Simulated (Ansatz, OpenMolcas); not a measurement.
**How methods differ on SiO2 (silicon dioxide molecule)**

SiO2 has 3 atoms, charge 0, and is taken as a singlet. As SMILES, `O=[Si]=O`. The coordinates come from a GFN2-xTB relaxation.

```tsv
atom	x (Å)	y (Å)	z (Å)
O	0.6912	1.2173	0.5137
Si	-0.0007	0.0004	-0.0002
O	-0.6905	-1.2177	-0.5136
```

Quantity: the energy change with the O1–Si2 bond stretched from 1.491 to 1.864 Å, in eV. The values are calculated.

```
                      level                    kind     program  value (eV)  less FCI/STO-3G  CPU time (all runs)
  SVWN5/STO-3G (restricted)                     LDA  OpenMolcas        1.05            +0.31                7.2 s
   BLYP/STO-3G (restricted)                     GGA      Ansatz        0.72            -0.02                1.8 s
 r2SCAN/STO-3G (restricted)                meta-GGA  OpenMolcas        1.02            +0.28                8.9 s
  BHLYP/STO-3G (restricted)           global hybrid      Ansatz        1.07            +0.33                1.8 s
wB97M-V/STO-3G (restricted)  range-separated hybrid      Ansatz        1.10            +0.36                 18 s
RPA@PBE/STO-3G (restricted)                     RPA      Ansatz        0.55            -0.19                2.7 s
    MP2/STO-3G (restricted)     perturbation theory  OpenMolcas        1.50            +0.76                3.4 s
BCCD(T)/STO-3G (restricted)   coupled cluster or CI      Ansatz        0.88            +0.14               0.76 s
                 FCI/STO-3G      exact in the basis  OpenMolcas        0.74             0.00                 76 s
```

FCI/STO-3G is exact within its basis and frozen core, so for wave-function methods in that basis the difference is their error; functionals converge differently with the basis, so for them it is only a difference. The first shape isn't each level's own minimum. The values span 0.55 to 1.50 eV. All rows use very small basis sets, so none should be taken for the real molecule's value. CPU times are rough (shared hosts, several kinds of processor and program).

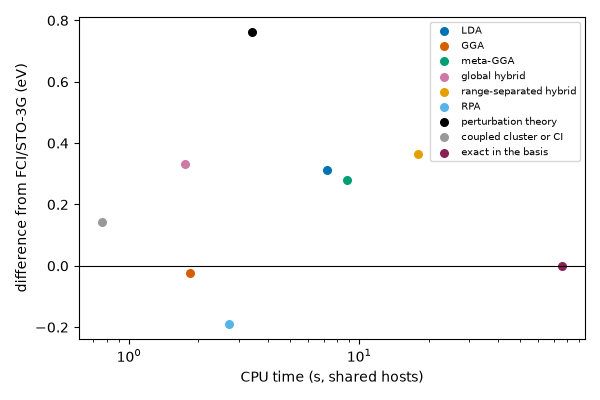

Difference from FCI/STO-3G against processor time, one point a level.
